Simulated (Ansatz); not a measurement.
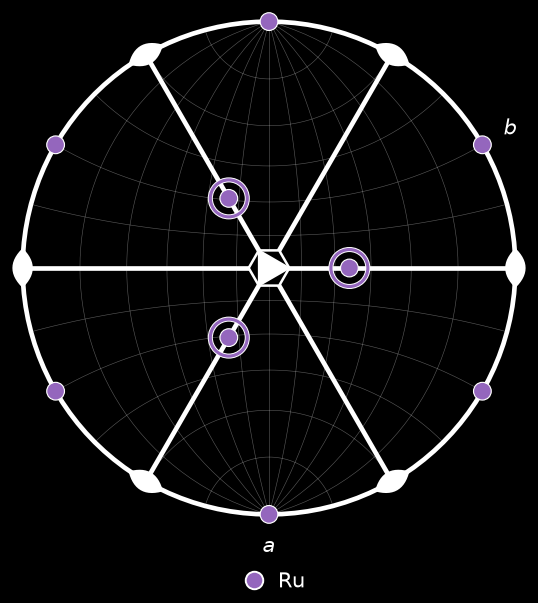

Directions from one ruthenium atom at (1/3, 2/3, 1/4) to its bonded neighbours, in stereographic projection down c (filled: above the plane of the page or in it, open: below). Crystal: Ru, the end point of a relaxation with DFT PBE+D3(BJ), scalar-relativistic, plane waves, PAW in Ansatz 0.2.0. Geometry calculated from the standardised cell; symmetry tolerance 0.002 Å.

Neighbours are counted up to 2.96 Å for Ru. The symmetry elements of the site are drawn in: heavy lines are mirror planes (a heavy rim: a mirror in the plane of the page); lens, triangle, square and hexagon are 2-, 3-, 4- and 6-fold axes, a lens in an open square is −4, a triangle in an open hexagon −6; thin dashed diameters join the ends of axes that lie in the page; a small open circle marks inversion.

```
Ru
1.0
     2.69762    0.00000    0.00000
    -1.34881    2.33620    0.00000
     0.00000    0.00000    4.26580
Ru
2
Cartesian
  0.0000 1.5575 1.0665
  1.3488 0.7787 3.1994
```

How many neighbours are there, and at what angles?

Answer. 12: 6 Ru at 2.64 Å, 6 Ru at 2.70 Å. Angles between bonds: 59° (12×), 60° (6×), 61° (6×), 90° (12×), 108° (3×), 120° (6×), 121° (12×), 146° (6×), 180° (3×).

What is the site's symmetry in the crystal?

Answer. Point group -6m2 (D3h), order 12: one −6 axis, three twofold axes, four mirror planes. In No. 194, P6_3/mmc this is Wyckoff position 2c.
